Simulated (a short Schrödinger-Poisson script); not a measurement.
Stack: MOS inversion layer, HfO2 on p-type Si(100), at 300 K.

| layer | material | thickness (nm) | Na (cm⁻³) |
|---|---|---|---|
| 1 | HfO2 | 9.4 | - |
| 2 | Si | 1400 | 1.9e17 |

The device is made up for the run: typed textbook-type constants, with dimensions and the other settings drawn at random. HfO2: permittivity 22, conduction-band edge (eV) 1.55, gap (eV) 5.7, electron mass (mₑ) 0.2. Si: permittivity 11.7, conduction-band edge (eV) 0, gap (eV) 1.124, Nv at 300 K (cm⁻³) 3.1e19.

Channel valleys (confinement mass, in-plane density-of-states mass, number): Δ2 0.916, 0.19, 2; Δ4 0.19, 0.417, 4. At the gate the conduction-band edge of layer 1 lies 1.74 eV − eVg above the Fermi level of the channel; the field vanishes at the back. Gaps are held at their typed values at every temperature. Mesh 0.03 nm at interfaces.

From a short Schrödinger-Poisson script (our own, NumPy): 1D Poisson equation in equilibrium, electrons quantum, Hartree (BenDaniel-Duke, 12 states a valley, the channel's in-plane mass for all, wave functions ending at the dielectric), parabolic valleys, classical holes, full ionisation, no traps, pinning or gate leakage.

Only gate voltages with over 1e8 electrons/cm² are shown.

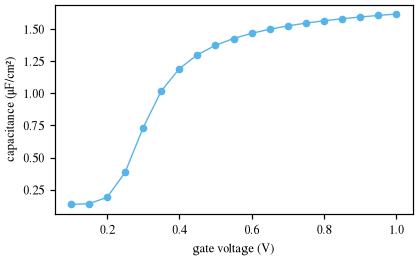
*Quasi-static capacitance against gate voltage*

| Vg (V) | electrons (cm⁻²) | C (μF/cm²) | Δ2 E0 (meV) | Δ2 E1 (meV) | Δ4 E0 (meV) | Δ4 E1 (meV) |
|---|---|---|---|---|---|---|
| 0.1 | 4.14e8 | 0.136 | 257.9 | 303.0 | 299.5 | 374.1 |
| 0.15 | 2.34e9 | 0.142 | 212.5 | 258.6 | 255.0 | 331.2 |
| 0.2 | 1.29e10 | 0.191 | 167.8 | 214.9 | 211.2 | 289.0 |
| 0.25 | 6.22e10 | 0.386 | 126.5 | 174.8 | 171.0 | 250.4 |
| 0.3 | 2.10e11 | 0.734 | 94.1 | 144.0 | 140.3 | 221.2 |
| 0.35 | 4.70e11 | 1.02 | 71.8 | 124.0 | 120.2 | 202.8 |
| 0.4 | 8.08e11 | 1.19 | 56.2 | 110.9 | 107.2 | 191.3 |
| 0.45 | 1.19e12 | 1.30 | 44.5 | 101.8 | 98.1 | 183.6 |
| 0.5 | 1.61e12 | 1.37 | 35.1 | 95.0 | 91.4 | 178.2 |
| 0.55 | 2.04e12 | 1.43 | 27.2 | 89.7 | 86.1 | 174.1 |
| 0.6 | 2.49e12 | 1.47 | 20.4 | 85.4 | 81.8 | 170.9 |
| 0.65 | 2.95e12 | 1.50 | 14.4 | 81.8 | 78.3 | 168.4 |
| 0.7 | 3.42e12 | 1.52 | 8.9 | 78.7 | 75.2 | 166.3 |
| 0.75 | 3.90e12 | 1.55 | 3.9 | 76.0 | 72.5 | 164.5 |
| 0.8 | 4.38e12 | 1.56 | -0.8 | 73.5 | 70.1 | 163.0 |
| 0.85 | 4.87e12 | 1.58 | -5.2 | 71.4 | 68.0 | 161.6 |
| 0.9 | 5.37e12 | 1.59 | -9.4 | 69.4 | 66.0 | 160.5 |
| 0.95 | 5.87e12 | 1.61 | -13.3 | 67.5 | 64.2 | 159.4 |
| 1 | 6.37e12 | 1.62 | -17.1 | 65.8 | 62.6 | 158.5 |

Subbands count from the Fermi level.
